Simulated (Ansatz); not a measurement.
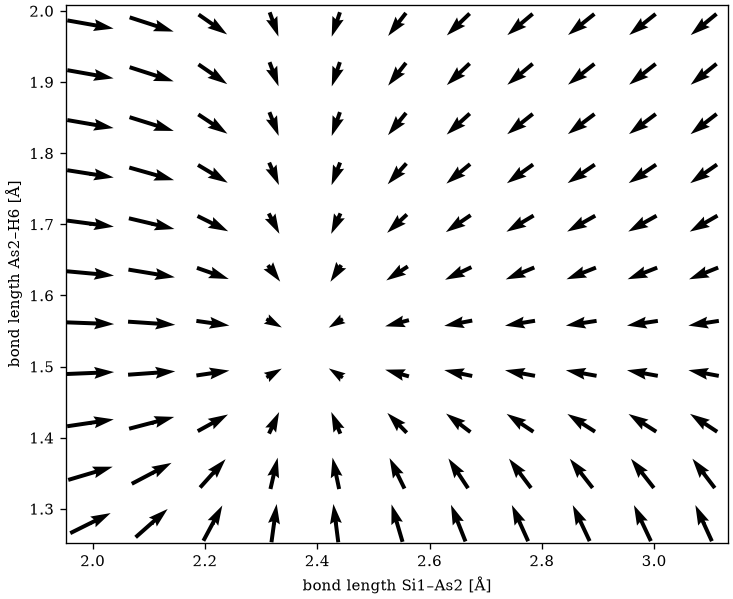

AsH₄Si, SMILES [SiH2][AsH2], spin multiplicity 2. 
- The first coordinate is: bond length Si1–As2; the second: bond length As2–H6.
- Nothing is relaxed (all other coordinates rigid).
- Grid: 11 × 11 points.
- Points are written as (first, second).
- All numbers below come from UKS B3LYP-D4/def2-TZVP in Ansatz 0.2.0.

The picture shows dots at the grid points, arrows along the force (downhill), their lengths compressed.

### The arrows alone are given. Where is the energy lowest?

The arrows converge at about (2.376 Å, 1.524 Å) (read from the interpolated surface).

The energy map of the same scan:

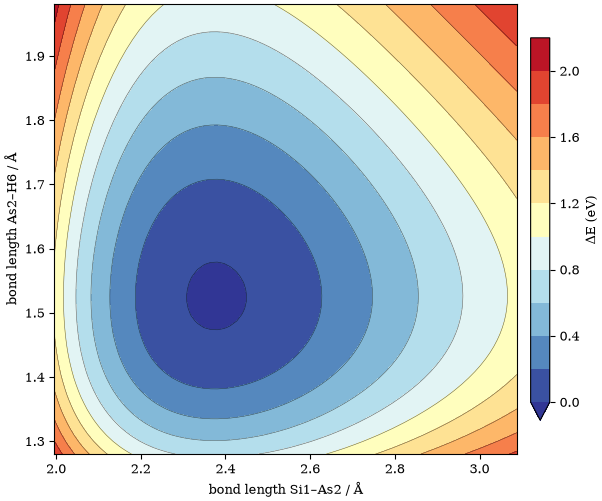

Energies are in eV, from the lowest grid point; between grid points the surface is interpolated.
